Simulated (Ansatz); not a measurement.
# LuNi2B2C (I4/mmm): phonon-mediated transition temperature

What Tc do the phonons of LuNi2B2C (I4/mmm) give, and how does it depend on μ*? The cell shown first is a relaxed one, from steps not shown here.

Main program and level: Ansatz 0.2.0; DFT PBEsol, scalar-relativistic, plane waves, PAW.

Experimental background.

For LuNi2B2C (single crystal used as non-magnetic reference), “Anomalous temperature-dependent transport in YbNi2B2C and its correlation to microstructural features” (2003, arxiv:cond-mat/0309686) quotes earlier work: superconducting transition temperature (resistive superconducting transition) 16 K.

### Step 1. The cell after earlier relaxation steps

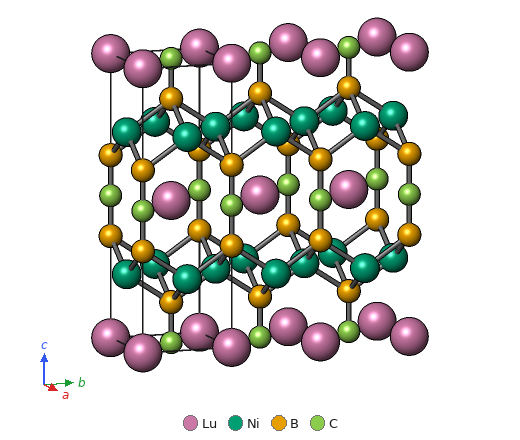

The starting structure, seen slightly off an axis (lutetium pink, nickel teal, boron orange, carbon green). 1×3×1 cells are drawn. This picture shows the conventional cell, with its axes. Some periodic images of atoms are drawn too.

Coordinates:

```cif
data_structure
_symmetry_space_group_name_H-M 'P 1'
_symmetry_Int_Tables_number 1
_cell_length_a 5.7673
_cell_length_b 5.7673
_cell_length_c 5.7673
_cell_angle_alpha 145.422
_cell_angle_beta 145.422
_cell_angle_gamma 49.706
_cell_volume 61.50
loop_
_atom_site_label
_atom_site_type_symbol
_atom_site_fract_x
_atom_site_fract_y
_atom_site_fract_z
_atom_site_occupancy
Lu1 Lu 0.00000 0.00000 0.00000 1
Ni2 Ni 0.75000 0.25000 0.50000 1
Ni3 Ni 0.25000 0.75000 0.50000 1
B4 B 0.35766 0.35766 0.00000 1
B5 B 0.64234 0.64234 0.00000 1
C6 C 0.50000 0.50000 0.00000 1
```

### Step 2. Electron–phonon run: q 4×4×4, k 12×12×12, scattering 16×16×16

The run that gives the couplings also evaluates McMillan's and Allen and Dynes's formulas and, where asked, the Eliashberg equations, over a range of μ*.

input.yaml reads:

```yaml
crystal:
  lattice:
    - [-1.7140161661, 1.7140161661, 5.233208164]
    - [1.7140161661, -1.7140161661, 5.233208164]
    - [1.7140161661, 1.7140161661, -5.233208164]
  atoms:
    - { symbol: Lu, position: [0.0, 0.0, 0.0] }
    - { symbol: Ni, position: [0.75, 0.25, 0.5] }
    - { symbol: Ni, position: [0.25, 0.75, 0.5] }
    - { symbol: B, position: [0.3576610214, 0.3576610214, 0.0] }
    - { symbol: B, position: [0.6423389786, 0.6423389786, 0.0] }
    - { symbol: C, position: [0.5, 0.5, 0.0] }
kpoints:
  mp_grid: { grid: [12, 12, 12] }
hamiltonian:
  xc: pbesol
scf:
  occupations: { method: methfessel_paxton, width: 0.2 }
output:
  eigenvalues: true
phonons:
  method: dfpt
  qmesh: [4, 4, 4]
  temperatures: { t_max: 1000, t_step: 50 }
  qpath:
    path:
      - [0.0, 0.0, 0.0]
      - [0.0, 0.0, 0.5]
      - [0.25, 0.25, 0.25]
      - [0.0, 0.5, 0.0]
      - [0.0, 0.0, 0.0]
      - [0.5, 0.5, -0.5]
    npoints: 6
  electrical_resistivity:
    mesh: [16, 16, 16]
    temperatures: [20.0, 50.0, 80.0, 100.0, 150.0, 200.0, 273.0, 300.0, 400.0, 500.0, 600.0, 800.0]
  superconductivity: { mesh: [16, 16, 16] }
```

Command:

```console
$ ansatz run input.yaml --threads 16 --pin off --max-ram 61440MiB --backend cuda --events-out ev --progress --plain --runs-dir out --max-vram 78GiB
```

Numbers of over 12 decimals in the logs are rounded to 6 here.

The log of the run:

```text
Engine: ansatz 0.2.0, aarch64-unknown-linux-gnu
Pseudopotentials: kind: paw
Pseudopotential: Lu, paw, valence charge 25, recommended cutoff 420 eV (normal), Lu.paw.azcp
Pseudopotential: Ni, paw, valence charge 18, recommended cutoff 420 eV (normal), Ni.paw.azcp
Pseudopotential: B, paw, valence charge 3, recommended cutoff 420 eV (normal), B.paw.azcp
Pseudopotential: C, paw, valence charge 4, recommended cutoff 420 eV (normal), C.paw.azcp
Functional definition: PBEsol
  exchange = pbesol_x
  correlation = pbesol_c
[...]
Crystal: 6 atoms, lattice volume = 61.498 Å³
Basis set: ecut = 420 eV, 1193 PW (Γ), exchange–correlation on 80×80×80 points (8 copies of the dense FFT grid, shifted against one another)
Bands: 43, of which v1, the nominal top of the filled ones, is band 36 counted from 1 (35 counted from 0)
Symmetry: 16 space group operations
k-points: 163 of 1728
Non-local potential: Lu, projectors of the file, l = 0: 3, l = 1: 2, l = 2: 2, l = 3: 3
Non-local potential: Ni, projectors of the file, l = 0: 3, l = 1: 2, l = 2: 3, l = 3: 1
Non-local potential: B, projectors of the file, l = 0: 2, l = 1: 2, l = 2: 1
Non-local potential: C, projectors of the file, l = 0: 2, l = 1: 2, l = 2: 1
PAW form: soft (Blöchl's): semilocal exchange-correlation on the pseudo side does not see the compensation charge
PAW frozen core: Lu, regenerated for the run's functional, and the local potential with it (the file was generated under x = pbe(κ = 0.804, μ = 0.219515), c = pbe(β = 0.066725))
PAW frozen core: Ni, regenerated for the run's functional, and the local potential with it (the file was generated under x = pbe(κ = 0.804, μ = 0.219515), c = pbe(β = 0.066725))
PAW frozen core: B, regenerated for the run's functional, and the local potential with it (the file was generated under x = pbe(κ = 0.804, μ = 0.219515), c = pbe(β = 0.066725))
PAW frozen core: C, regenerated for the run's functional, and the local potential with it (the file was generated under x = pbe(κ = 0.804, μ = 0.219515), c = pbe(β = 0.066725))
PAW one-centre angular grid: Lu, 590 points (default); XC on 64 Gauss nodes
PAW one-centre angular grid: Ni, 590 points (default); XC on 64 Gauss nodes
PAW one-centre angular grid: B, 110 points (default); XC on 64 Gauss nodes
[...]
Initial density: superposition of atomic densities (neutral atoms: chi_scale 0, normalization atom), corrected by the library's trained network
Initial wavefunctions: pseudopotential atomic-orbital guess
[...]
Functional: x = pbesol(κ = 0.804, μ = 0.123457), c = pbesol(β = 0.046)
SCF iter   1: F=—  HF=-26776.708030 eV  |F-HF|=—  |Δ(HF+E_count)|=         —  Δρ=1.54e-2  dr2=1.10e-1  ethr=1.77e-3  ⟨swp⟩=6.4  Hψ=32041  notcnv=0
preconditioner: auto → Kerker (q_TF=auto, 2.794 Å⁻¹)  [metal: Δε(μ)=0.005 eV  Ē_g=10.630 eV  σ=0.200 eV  W_gap=0.02  n_scr=24 (ndim 8)  ℏωp=34.5 eV  f_vac=0.000  D(μ)=3.39/eV (n_scr^D=32)]
SCF iter   2: F=—  HF=-26776.693162 eV  |F-HF|=—  |Δ(HF+E_count)|=   1.49e-2  S|Δr|=    0.00e0  Δρ=4.28e-3  dr2=1.52e-2  ethr=1.55e-4  ⟨swp⟩=2.0  Hψ=13875  notcnv=0
[...]
SCF iter  13: F=-26776.690174 eV  HF=-26776.690174 eV  |F-HF|=7.28e-12  |Δ(HF+E_count)|=    0.00e0  S|Δr|=    0.00e0  Δρ=7.22e-8  dr2=1.78e-12  ethr=1.00e-12  ⟨swp⟩=13.7  Hψ=54507  notcnv=0
SCF 1 converged in 13 iterations: F = -26776.690174 eV  dr2 = 1.78e-12
  greatest PAW one-centre occupation: 1.001 electrons in one spin orbital (limit 2), on the Ni atom at site 1 (counted from 0), in its partial waves of l = 1
phonons: the bands overlap, so this run is a metal and interpolates without the dipole-dipole term. If the crystal is really an insulator or semiconductor, its LO-TO splitting is missing
[...]
NSCF: frozen V_eff on 163 k-points, pencils in batches of 32, up to order 172
[...]
NSCF: frozen V_eff on 163 k-points
[...]
SCF 2 converged in 13 iterations: F = -26776.690174 eV  dr2 = 1.78e-12
[...]
SCF converged after 13 iterations
[...]
Hall coefficient in a weak field at 50 K (a third of the trace): -2.401e-10 m³/C (as a tensor it moves by 2.4 % between the two finest meshes); by each state's relaxation time: -2.360e-10 m³/C; by a constant relaxation time: -1.745e-10 m³/C
  mean free path at 80 K (of a tensor a third of its trace): 26.6 nm by what each carries, 19.2 by the Fermi surface alone
  Hall coefficient in a weak field at 80 K (a third of the trace): -2.472e-10 m³/C (as a tensor it moves by 2.6 % between the two finest meshes); by each state's relaxation time: -2.455e-10 m³/C; by a constant relaxation time: -1.748e-10 m³/C
  mean free path at 100 K (of a tensor a third of its trace): 17.5 nm by what each carries, 12.8 by the Fermi surface alone
  Hall coefficient in a weak field at 100 K (a third of the trace): -2.480e-10 m³/C (as a tensor it moves by 2.4 % between the two finest meshes); by each state's relaxation time: -2.463e-10 m³/C; by a constant relaxation time: -1.749e-10 m³/C
  mean free path at 150 K (of a tensor a third of its trace): 8.86 nm by what each carries, 6.58 by the Fermi surface alone
  Hall coefficient in a weak field at 150 K (a third of the trace): -2.427e-10 m³/C (as a tensor it moves by 2.2 % between the two finest meshes); by each state's relaxation time: -2.408e-10 m³/C; by a constant relaxation time: -1.754e-10 m³/C
  mean free path at 200 K (of a tensor a third of its trace): 5.68 nm by what each carries, 4.28 by the Fermi surface alone
  Hall coefficient in a weak field at 200 K (a third of the trace): -2.367e-10 m³/C (as a tensor it moves by 2.2 % between the two finest meshes); by each state's relaxation time: -2.348e-10 m³/C; by a constant relaxation time: -1.761e-10 m³/C
  mean free path at 273 K (of a tensor a third of its trace): 3.70 nm by what each carries, 2.82 by the Fermi surface alone
  Hall coefficient in a weak field at 273 K (a third of the trace): -2.351e-10 m³/C (as a tensor it moves by 2.4 % between the two finest meshes); by each state's relaxation time: -2.332e-10 m³/C; by a constant relaxation time: -1.774e-10 m³/C
  mean free path at 300 K (of a tensor a third of its trace): 3.29 nm by what each carries, 2.51 by the Fermi surface alone
  Hall coefficient in a weak field at 300 K (a third of the trace): -2.366e-10 m³/C (as a tensor it moves by 2.4 % between the two finest meshes); by each state's relaxation time: -2.347e-10 m³/C; by a constant relaxation time: -1.779e-10 m³/C
  mean free path at 400 K (of a tensor a third of its trace): 2.41 nm by what each carries, 1.81 by the Fermi surface alone
  Hall coefficient in a weak field at 400 K (a third of the trace): -2.495e-10 m³/C (as a tensor it moves by 2.8 % between the two finest meshes); by each state's relaxation time: -2.474e-10 m³/C; by a constant relaxation time: -1.799e-10 m³/C
  mean free path at 500 K (of a tensor a third of its trace): 1.97 nm by what each carries, 1.44 by the Fermi surface alone
  Hall coefficient in a weak field at 500 K (a third of the trace): -2.708e-10 m³/C (as a tensor it moves by 3.4 % between the two finest meshes); by each state's relaxation time: -2.689e-10 m³/C; by a constant relaxation time: -1.820e-10 m³/C
  mean free path at 600 K (of a tensor a third of its trace): 1.73 nm by what each carries, 1.21 by the Fermi surface alone
  Hall coefficient in a weak field at 600 K (a third of the trace): -2.976e-10 m³/C (as a tensor it moves by 4.3 % between the two finest meshes); by each state's relaxation time: -2.967e-10 m³/C; by a constant relaxation time: -1.840e-10 m³/C
  mean free path at 800 K (of a tensor a third of its trace): 1.46 nm by what each carries, 0.942 by the Fermi surface alone
  Hall coefficient in a weak field at 800 K (a third of the trace): -3.574e-10 m³/C (as a tensor it moves by 6.7 % between the two finest meshes); by each state's relaxation time: -3.600e-10 m³/C; by a constant relaxation time: -1.877e-10 m³/C
  the resistivity times a path that all electrons share, by the Fermi surface of the deck's mesh alone (a third of the trace): 9.717e-16 Ω·m²
  not converged in the mesh (λ; λ_tr; the resistivity at 20 K by 10.68 %; the resistivity at 50 K by 10.36 %; the resistivity at 80 K by 11.35 %; the resistivity at 100 K by 11.70 %; the resistivity at 150 K by 11.99 %; the resistivity at 200 K by 11.86 %; the resistivity at 273 K by 11.29 %; the resistivity at 300 K by 11.00 %; the resistivity at 400 K by 9.79 %; the resistivity at 500 K by 8.60 %; the resistivity a [...]
  vibrations of 64 cells: unjudged by the run; compare a larger repeat
  the changes of the potential over all sites missed a rigid shift's by 0.00 % (the site terms' by 0.04 %)
  at the force constants' own smearing the fine mesh and the k-points of their solves give squared frequencies that differ by 4.5 % of the larger at the most, at (0, 0, -0.5)
--- Superconductivity: potentials and phonons of a 4×4×4 supercell ---
           mesh         λ    ħω_log (meV)  μ* declared at (meV)
       16×16×16    0.8732          21.890               36.587
          8×8×8    0.7220          22.193               37.034
          4×4×4    0.5542          21.900               37.336
  λ by the species' shares of the modes' patterns: Lu 0.2264, Ni 0.3632, B 0.1963, C 0.0873
  with the Fermi level up to 163.8 meV (the hardest mode) off, states and modes as they are: density of states 0.8350 to 2.7785 /eV of one spin and cell, λ 0.3804 to 1.1671
  transition temperature on the deck's mesh (K), isotropic and anisotropic, restricted to the Fermi surface (FSR) and over the full bandwidth (FBW), and the last with the density of states resolved in a narrower window:
        μ*   McMillan   Allen–Dynes      iso. FSR      iso. FBW    aniso. FSR    aniso. FBW  narrow window
      0.08     15.756        16.857        15.208        15.699        18.257        19.046         18.908
      0.10     14.095        14.980        13.188        13.517        16.320        16.987         16.893
      0.12     12.484        13.193        11.338        11.485        14.542        15.061         15.023
      0.13     11.700        12.334        10.476        10.527        13.710        14.150         14.140
      0.14     10.932        11.497         9.655         9.610        12.915        13.272         13.294
      0.16      9.449         9.896         8.136         7.902        11.432        11.619         11.704
      0.20      6.730         7.001         5.577         5.016         8.874         8.727          8.934
  isotope coefficients −∂ln Tc/∂ln M under μ* = 0.13, the force constants as they are, of the isotropic transitions restricted to the Fermi surface and over the full bandwidth: Lu 0.100 and 0.103, Ni 0.207 and 0.214, B 0.077 and 0.085, C 0.048 and 0.053
  gaps at the Fermi level over the full bandwidth under μ* = 0.1, 4.247 K: 0.054 to 4.125 meV
  gaps at the Fermi level over the full bandwidth under μ* = 0.13, 3.537 K: -0.167 to 3.371 meV
  gaps at the Fermi level over the full bandwidth under μ* = 0.16, 2.905 K: -0.316 to 2.708 meV
  not converged in the mesh (λ, the transition temperature): between neighbouring meshes, the two finest first, λ moves by 17.32 % and 23.23 % and the anisotropic transition temperature over the full bandwidth at μ* = 0.13 by 24.85 % and 44.01 %; converged means that the two finest part by at most 2.00 % and 5.00 %
  vibrations of 64 cells: unjudged by the run; compare a larger repeat
  the changes of the potential over all sites missed a rigid shift's by 0.00 % (the site terms' by 0.04 %)
  at the force constants' own smearing the fine mesh and the k-points of their solves give squared frequencies that differ by 4.5 % of the larger at the most, at (0, 0, -0.5)
```

It took 7.4 min on 1 × NVIDIA GB200 with 16 threads of Arm Neoverse V2, shared host; peak memory 19 GiB.

This run has no spin polarisation, although Ni can carry a moment.

Numbers from this step:

```yaml
volume_per_atom: 10.25 Å³/atom
metallic_on_mesh: yes
gap_on_the_k_mesh: 0 eV
zero_point_energy: 0.4301 eV/cell
share_of_imaginary_modes: 0
highest_frequency_on_the_path_or_at_a_solved_wavevector: 1322 cm⁻¹
debye_temperature_second_moment: 903 K
resistivity_at_300_k: 38.77 μΩ cm, mean of the axes
coupling_constant_lambda: 0.8732
density_of_states_at_the_fermi_level: 1.704 states/eV a spin and cell
log_mean_phonon_energy_omega_log: 21.89 meV
transport_coupling_constant_lambda_tr: 0.8953, 0.8953, 0.888 (xx, yy, zz)
drude_plasma_energy: 4.71, 4.71, 4.636 eV (xx, yy, zz)
resistivity_times_mean_free_path: 9.783, 9.783, 9.584 × 10⁻¹⁶ Ω m² (xx, yy, zz)
second_moment_phonon_energy_omega: 36.59 meV
```

Transition temperatures:

```
  μ*  McMillan Tc (K)  Allen–Dynes Tc (K)  isotropic Fermi-surface Tc (K)  isotropic full bandwidth Tc (K)  anisotropic Fermi-surface Tc (K)  anisotropic full bandwidth Tc (K)  anisotropic narrow window Tc (K)
0.08             15.8                16.9                            15.2                             15.7                              18.3                                 19                              18.9
 0.1             14.1                  15                            13.2                             13.5                              16.3                                 17                              16.9
0.12             12.5                13.2                            11.3                             11.5                              14.5                               15.1                                15
0.13             11.7                12.3                            10.5                             10.5                              13.7                               14.1                              14.1
0.14             10.9                11.5                            9.66                             9.61                              12.9                               13.3                              13.3
0.16             9.45                 9.9                            8.14                              7.9                              11.4                               11.6                              11.7
 0.2             6.73                   7                            5.58                             5.02                              8.87                               8.73                              8.93
```

[end of part 1 of 2]

[Logs are printed without paths, hosts, clocks, repeated set-up lines and the standing remarks that a program may print on its own settings, such as how far it seeks lower states.]

[Hosts, paths, dates, database ids (printed as entryN), source tags and the programs' standing remarks are cut or masked in the printed files.]
